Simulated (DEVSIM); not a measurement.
Device: Pt/SiON/p-InP capacitor, at 300 K.

```csv
layer (left to right),material,thickness (nm),Na (cm⁻³)
1,SiON,12.0,-
2,InP,2400,6.9e16
```

Metal gate on the left, work function 5.6 eV. Fixed charge at the semiconductor interface 1.13e12 cm⁻² (in units of +e); interface traps 2.2e11 cm⁻² eV⁻¹, uniform in energy, neutral level at 0.5 of the gap above the valence band.

The device is made up for the run: typed textbook-type constants, with dimensions and the other settings drawn at random. Values at 300 K.

```
parameter      SiON     InP
-------------  ----  ------
gap (eV)          7   1.344
affinity (eV)   1.4    4.38
permittivity    5.5    12.5
Nc (cm⁻³)         -  5.7e17
Nv (cm⁻³)         -  1.1e19
```

DEVSIM, 1D Poisson equation in equilibrium, Boltzmann statistics, complete ionisation; no quantum confinement or tunnelling. Metal contacts follow the ideal Schottky-Mott rule: no Fermi-level pinning, no interface dipoles.

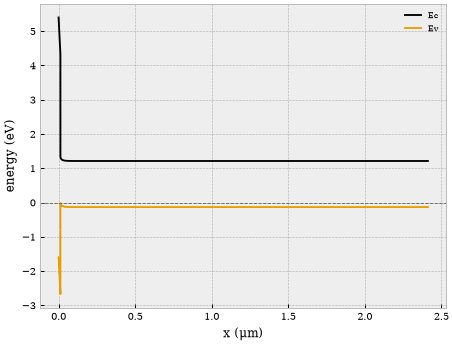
Figure: Band edges at -1.2 V on the gate

Energies count from the Fermi level of the right contact; mesh points crowd at the junctions.

```csv
x (μm),Ec (eV),Ev (eV),n (cm⁻³),p (cm⁻³),field (V/cm)
0.000,5.400,-1.600,< 1e2,< 1e2,-910000
0.001261,5.285,-1.714,< 1e2,< 1e2,-910000
0.003620,5.071,-1.929,< 1e2,< 1e2,-910000
0.007457,4.723,-2.277,< 1e2,< 1e2,-910000
0.01087,4.413,-2.587,< 1e2,< 1e2,-910000
0.01204,1.330,-0.014,< 1e2,6.3e18,-210000
0.01346,1.306,-0.038,< 1e2,2.6e18,-130000
0.01832,1.267,-0.077,< 1e2,5.7e17,-51000
0.02714,1.239,-0.105,< 1e2,1.9e17,-20000
0.04758,1.219,-0.125,< 1e2,8.9e16,-4200
0.09091,1.213,-0.131,< 1e2,7.0e16,-260
0.2396,1.213,-0.131,< 1e2,6.9e16,≈ 0
0.5094,1.213,-0.131,< 1e2,6.9e16,≈ 0
1.097,1.213,-0.131,< 1e2,6.9e16,≈ 0
1.948,1.213,-0.131,< 1e2,6.9e16,≈ 0
2.200,1.213,-0.131,< 1e2,6.9e16,≈ 0
2.315,1.213,-0.131,< 1e2,6.9e16,≈ 0
2.368,1.213,-0.131,< 1e2,6.9e16,≈ 0
2.397,1.213,-0.131,< 1e2,6.9e16,≈ 0
2.406,1.213,-0.131,< 1e2,6.9e16,≈ 0
2.410,1.213,-0.131,< 1e2,6.9e16,≈ 0
2.412,1.213,-0.131,< 1e2,6.9e16,≈ 0
```
